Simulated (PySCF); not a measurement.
**NMR shielding calculation of C6H7NOS**

System: C6H7NOS.
Method: GIAO PBE0/pcSseg-1 NMR shielding, non-relativistic, gas phase (PySCF 2.14.0).

The geometry comes from this level: GFN2-xTB, MD frame at 625 fs, 600 K. It belongs to a series of runs on one base structure; here: MD frame at 625 fs, 600 K. Figures and captions count atoms from 1; the log counts them from 0 in places.

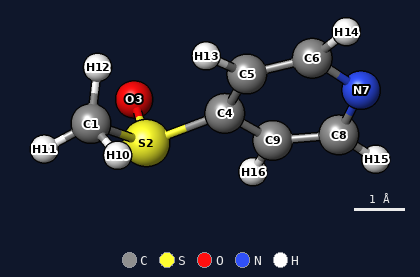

**Figure 1.** The input geometry (ball-and-stick view, seen at a tilt; atoms are numbered from 1 in the order of the input). Bond lengths as drawn: C–C 1.34 to 1.36 Å, C–H 1.01 to 1.19 Å, C–N 1.32 to 1.36 Å, C–S 1.80 to 1.82 Å and O–S 1.42 Å.

### Input file
```
{"job": {"kind": "nmr", "xc": "PBE0", "basis": "pcSseg-1", "pop": false}, "charge": 0, "multiplicity": 1}
C      1.849500     0.584000    -2.383800
S      1.530600    -0.603700    -1.047700
O      2.356900    -0.305800     0.072300
C     -0.096300    -0.089300    -0.460900
C     -0.903200     0.978000    -0.581100
C     -2.028700     1.016500     0.184200
N     -2.603300    -0.037000     0.820700
C     -1.869900    -1.131100     0.782100
C     -0.605200    -1.096300     0.279000
H      1.044100     0.201700    -2.874900
H      2.687600     0.252200    -2.986600
H      1.764700     1.605200    -1.857600
H     -0.546700     1.810300    -1.355400
H     -2.915700     1.671000     0.277000
H     -2.245300    -1.989600     1.349200
H      0.026200    -1.887400     0.274400
```

The first line tells a small driver script what to run in PySCF; the rest is the geometry in Å.

Machine: 1 CPU thread, shared host.

Run as:
```bash
OMP_NUM_THREADS=1 python <driver script> task.json out
```

### The program's output
```
coarse grid: 14632 points
cycle   1  E = -760.0120160110  dE =  2.222e+00  |g| = 9.224e-01  |ddm| = 4.166e+00
cycle   2  E = -759.3167842327  dE =  6.952e-01  |g| = 2.051e+00  |ddm| = 4.414e+00
cycle   3  E = -760.1667237596  dE = -8.499e-01  |g| = 2.334e-01  |ddm| = 3.734e+00
cycle   4  E = -760.1774335853  dE = -1.071e-02  |g| = 1.138e-01  |ddm| = 3.925e-01
cycle   5  E = -760.1803870388  dE = -2.953e-03  |g| = 2.682e-02  |ddm| = 1.355e-01
cycle   6  E = -760.1805369454  dE = -1.499e-04  |g| = 1.279e-02  |ddm| = 4.029e-02
cycle   7  E = -760.1805762871  dE = -3.934e-05  |g| = 3.392e-03  |ddm| = 1.498e-02
cycle   8  E = -760.1805787710  dE = -2.484e-06  |g| = 9.704e-04  |ddm| = 4.108e-03
final grid: 138800 points
cycle   9  E = -760.2454827155  dE = -3.436e-05  |g| = 1.040e-02  |ddm| = 4.818e-02
cycle  10  E = -760.2454491787  dE =  3.354e-05  |g| = 1.632e-02  |ddm| = 3.116e-02
cycle  11  E = -760.2455059732  dE = -5.679e-05  |g| = 2.734e-03  |ddm| = 2.154e-02
cycle  12  E = -760.2455074215  dE = -1.448e-06  |g| = 2.658e-04  |ddm| = 2.986e-03
cycle  13  E = -760.2455074315  dE = -9.956e-09  |g| = 1.915e-04  |ddm| = 5.357e-04
cycle  14  E = -760.2455074403  dE = -8.780e-09  |g| = 5.200e-05  |ddm| = 2.403e-04
cycle  15  E = -760.2455074409  dE = -6.125e-10  |g| = 1.411e-05  |ddm| = 6.996e-05
```

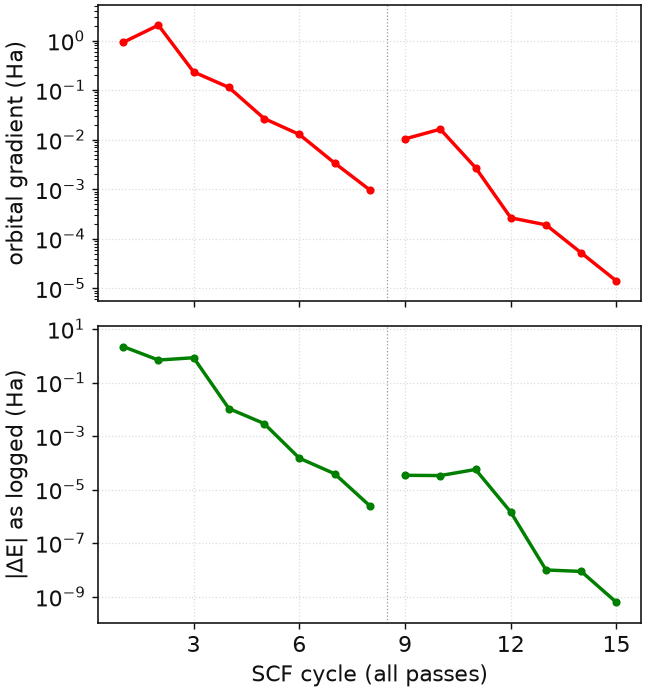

**Figure 2.** Convergence of the self-consistent field: orbital gradient and size of the energy change against the SCF cycle. The dotted line marks the change from a coarse to the final integration grid. The first 8 cycles use a coarse grid, the final grid takes over at cycle 9, and the field converges after 15 cycles in all.

```
converged SCF energy = -760.2455074409

GIAO shielding tensors (ppm)
atom      isotropic    diamagn.    paramagn.     s11        s22        s33       span
  0 C      148.122     263.267    -115.146    121.162    141.077    182.127     60.965
  1 S      159.107    1054.662    -895.556      5.761     98.177    373.383    367.621
  2 O      254.567     398.815    -144.248     33.128    241.882    488.692    455.564
  3 C       29.777     270.076    -240.298    -66.057     -5.985    161.375    227.432
  4 C       75.463     253.761    -178.298     -6.845     54.729    178.506    185.350
  5 C       27.238     244.011    -216.773    -66.769     -2.531    151.013    217.782
  6 N     -127.625     334.775    -462.400   -443.409   -236.827    297.361    740.770
  7 C       29.568     251.187    -221.619    -85.064     26.333    147.436    232.500
  8 C       58.162     256.292    -198.130    -43.061     44.475    173.073    216.133
  9 H       31.746      35.694      -3.949     28.432     31.133     35.672      7.240
 10 H       28.201      29.518      -1.317     25.104     26.452     33.047      7.942
 11 H       26.297      29.716      -3.419     21.664     26.564     30.663      9.000
 12 H       22.893      29.366      -6.473     18.279     23.327     27.074      8.795
 13 H       20.679      27.537      -6.858     14.062     22.235     25.739     11.677
 14 H       22.370      28.836      -6.465     18.886     21.925     26.300      7.415
 15 H       25.363      35.483     -10.120     21.485     22.632     31.970     10.485
```

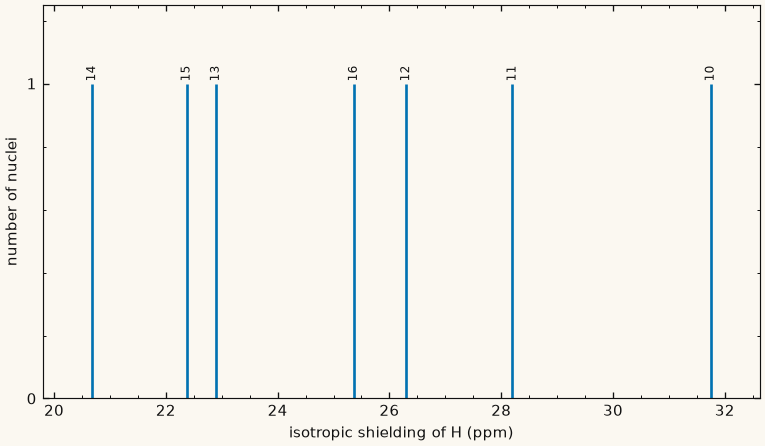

**Figure 3.** Isotropic shieldings of the hydrogen nuclei in this fixed geometry, labelled by atom number; shielding grows to the right, so chemical shift grows to the left. The least shielded is H14 (20.7 ppm), the most shielded H10 (31.7 ppm).

### Summary

- outcome: converged
- total energy: −760.245507 hartree
- HOMO: −6.85 eV
- LUMO: −1.45 eV
- dipole moment: 3.63 D
- isotropic shielding, C: 27.2 to 148.1 ppm
- isotropic shielding, S: 159.1 ppm
- isotropic shielding, O: 254.6 ppm
- isotropic shielding, N: −127.6 ppm
- isotropic shielding, H: 20.7 to 31.7 ppm
- wall time: 73 s
- peak memory: 0.9 GiB
